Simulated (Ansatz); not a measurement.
**CH$_{3}$AlO: density, localisation and related maps**

```xyz
6

Al   -0.1294   -0.2401   -0.7861
C     0.2039    0.3824    1.2439
O     0.3789    0.7029    2.3017
H     1.3999   -0.5793   -1.0807
H    -0.7244    1.1564   -1.2719
H    -1.1289   -1.4224   -0.4069
```

Geometry: PBE0-D4/def2-TZVP.

Level of theory: RKS PBE0-D4/def2-TZVP in Ansatz.

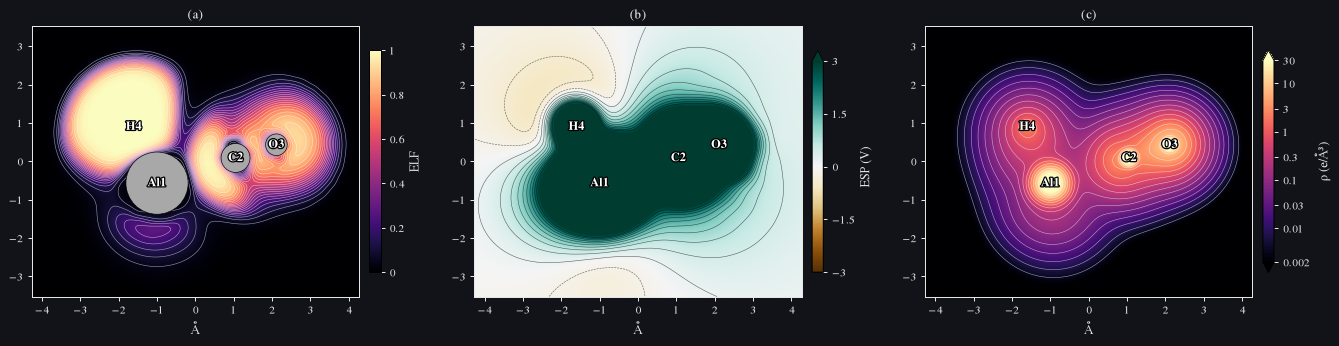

Figure 1. (a) electron localisation function; (b) electrostatic potential; (c) total electron density on the plane of atoms C2, Al1 and H4. Grey discs cover the atomic cores in the ELF map.

> Describe what can be read from this map.

- Atoms in the plane: Al, C, O and H.
- C–O (1.12 Å): ρ is about 4.4 e/Å³ halfway; the ELF peaks at about 0.85 between the atoms (a short, multiple covalent bond).
- C–Al (2.15 Å): ρ at the midpoint is about 0.4 e/Å³; the ELF peaks at about 1 in the valence shell of C, 0.7 Å from its nucleus, and is about 0.75 at the midpoint.
- Al–H (1.59 Å): ρ is about 0.53 e/Å³ halfway; the ELF climbs to about 1 towards the hydrogen.
- The ELF also peaks beside O3, away from the bonds: lone-pair regions.
- Outside the dense part of the molecule the potential is most negative (−0.6 V) near H4.

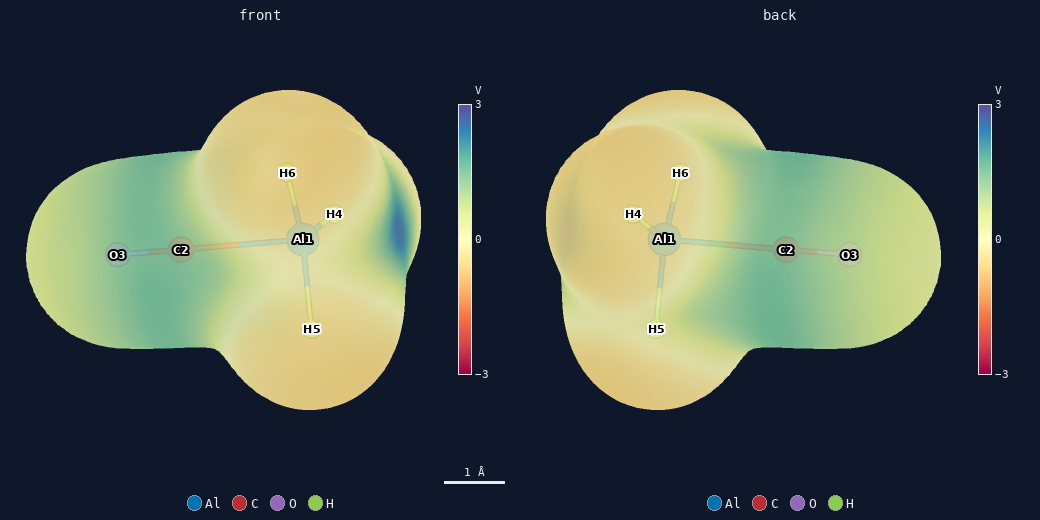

Figure 2. The electrostatic potential painted on the density surface at 0.002 e/bohr³, seen from the front and from behind; the colour scale runs from red (negative) to blue (positive).

> Where is the surface potential most negative and most positive?

The most negative region (about −0.6 V, or −14 kcal/mol for a unit charge) lies over H4, H5 and H6, the most positive (about +2.5 V, or +58 kcal/mol for a unit charge) over Al1.

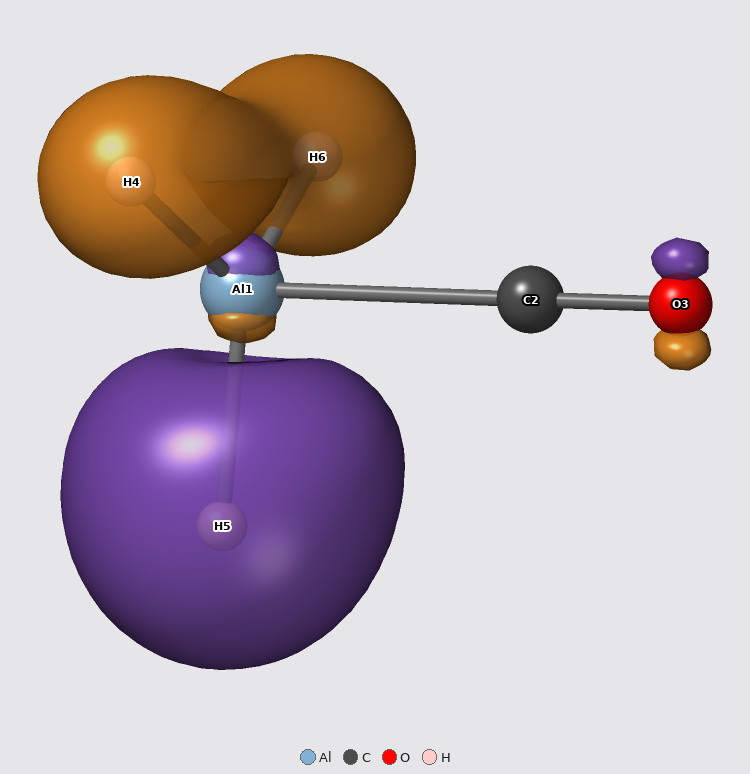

Figure 3. The HOMO at ±0.15 Å⁻³ᐟ² (orange and purple are the two phases), seen at an oblique angle.

> What is the character of this orbital?

It lies mainly on H5 (about 40 %), Al1 (about 35 %), H4 (about 10 %) and H6 (about 10 %). It is one of a degenerate set, so its orientation is arbitrary. Its energy is −8.32 eV.
